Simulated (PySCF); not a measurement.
C4H13NSi3

| atom | x (Å) | y (Å) | z (Å) |
| --- | --- | --- | --- |
| C | -1.9007 | 0.6755 | 1.3058 |
| Si | -0.5850 | -0.0320 | 0.1138 |
| Si | -1.3206 | -1.8848 | -1.0805 |
| C | 1.0322 | -0.3318 | 1.0875 |
| Si | 2.5691 | -0.7806 | 0.0591 |
| C | -0.2126 | 1.4107 | -1.1316 |
| C | 0.3102 | 2.5352 | -0.4315 |
| N | 0.7242 | 3.4135 | 0.1765 |
| H | -1.5542 | 1.5962 | 1.7689 |
| H | -2.8294 | 0.9009 | 0.7880 |
| H | -2.1342 | -0.0255 | 2.1019 |
| H | -2.7755 | -2.0497 | -1.0071 |
| H | -0.7372 | -3.1282 | -0.5731 |
| H | -0.9899 | -1.8125 | -2.5080 |
| H | 0.8588 | -1.1263 | 1.8146 |
| H | 1.2628 | 0.5626 | 1.6691 |
| H | 3.6754 | -1.1311 | 0.9526 |
| H | 2.9609 | 0.3516 | -0.7819 |
| H | 2.2457 | -1.9270 | -0.7994 |
| H | 0.5151 | 1.0882 | -1.8762 |
| H | -1.1240 | 1.7120 | -1.6491 |

Geometry: GFN2-xTB.

Level of theory: PBE0/pcSseg-1, SCF density, gas phase, non-relativistic in PySCF.

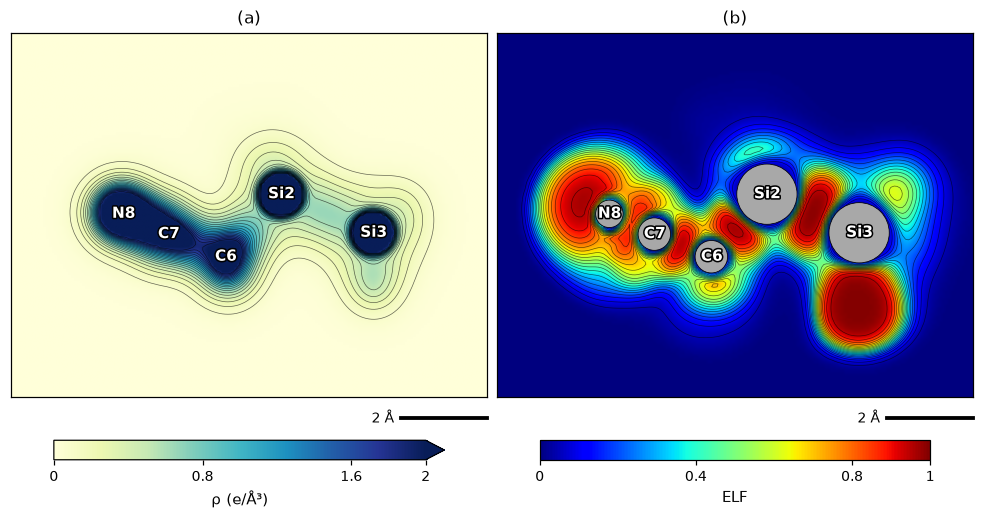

Figure 1. (a) electron density; (b) ELF on the plane of atoms Si2, C6 and C7. Grey discs cover the atomic cores in the ELF map.

**Describe what can be read from this map.**

- Atoms in the plane: Si, C and N.
- C–N (1.15 Å): the density is about 3.6 e/Å³ at the midpoint; the ELF peaks at about 0.85 between the atoms (a short, multiple covalent bond).
- C–C (1.42 Å): ρ at the midpoint is about 1.9 e/Å³; the ELF peaks at about 0.95 between the atoms, as expected for a covalent bond.
- Si–Si (2.32 Å): the density is about 0.67 e/Å³ at the midpoint; the ELF peaks at about 1 between the atoms; a covalent bond.
- The ELF also peaks beside N8, away from the bonds: lone-pair regions.

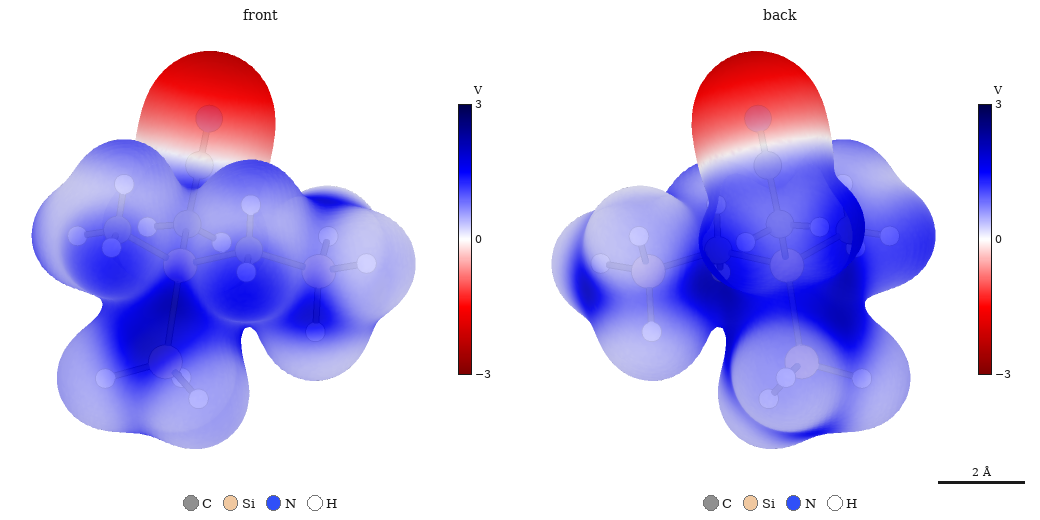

Figure 2. The molecular electrostatic potential painted on the density surface at 0.004 e/bohr³, seen from the front and from behind; red is negative and blue positive.

**Describe the electrostatic potential map.**

The most negative region (about −2.2 V) lies over N8, the most positive (about +2.1 V) over Si2, Si3 and Si5. N8 is the likeliest acceptor of a hydrogen bond.

**How polar is the molecule by this calculation?**

Its dipole moment is 3.47 D.
